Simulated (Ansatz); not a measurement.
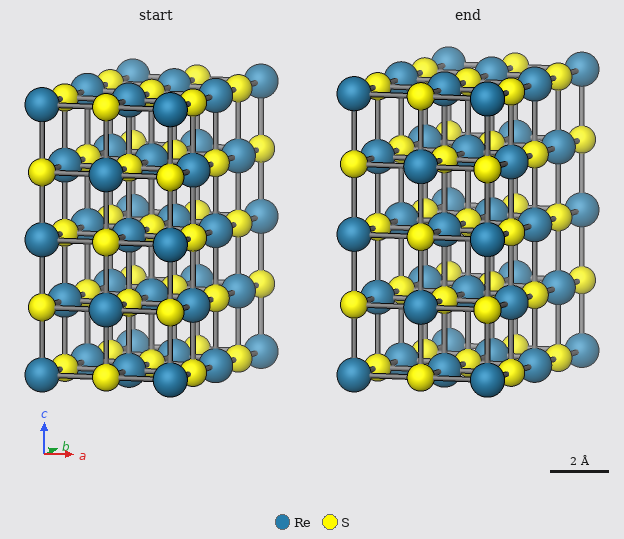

The structure of a crystal of ReS (built on the rock salt type) (coarse preliminary run) before (left) and after (right) a relaxation, at one scale.

A ball-and-stick model of the conventional cell (4 times the calculation's cell), repeated 1 × 2 × 2 with one cell outlined, seen slightly off an axis. Lengths and directions refer to the drawn axes.

Level of theory: DFT PBE, scalar-relativistic, plane waves, PAW in Ansatz 0.2.0.

The input:
```yaml
crystal:
  lattice:
    - [0.0, 2.3669614094, 2.3669614094]
    - [2.3669614094, 0.0, 2.3669614094]
    - [2.3669614094, 2.3669614094, 0.0]
  atoms:
    - { symbol: Re, position: [0.0, 0.0, 0.0] }
    - { symbol: S, position: [0.5, 0.5, 0.5] }
basis:
  ecutwfc: 420
kpoints:
  mp_grid: { grid: [8, 8, 8] }
hamiltonian:
  xc: pbe
scf:
  occupations: { method: gaussian, width: 0.1 }
output:
  forces: true
  stress: true
  eigenvalues: true
relax:
  adjacent_minimum: "off"
  f_tol: 0.05
  max_steps: 80
  cell: { stress_tol: 0.5 }
```

Launched with:
```bash
ansatz run input.yaml --threads 1 --pin off --max-ram 2560MiB --backend cpu --events-out ev --progress --plain --runs-dir out
```

Summarise the run.

The energy falls by 142 meV per atom in 1 accepted move (2 points after the start). All forces vanish by symmetry, so only the cell relaxes. The pressure goes from 30.87 to −0.32 GPa. At 1 point the geometry stayed and the basis and grid were re-selected for the new cell (energy shift of 0.9 meV per atom at most each time). No atom moves by more than 0.005 Å relative to the cell. The drawn cell changes as follows: a = b = c 4.734 → 4.926 Å (+4.1 %); the volume changes by +12.7 %. Near-neighbour distances that change, for instance: Re1–S2 2.367 → 2.463 Å. The space group stays Fm-3m (No. 225). Cost: 7.8 s on 1 thread of Intel(R) Xeon(R) Processor @ 2.50GHz (Skylake/Cascade Lake) (shared host), peak memory 0.32 GiB.
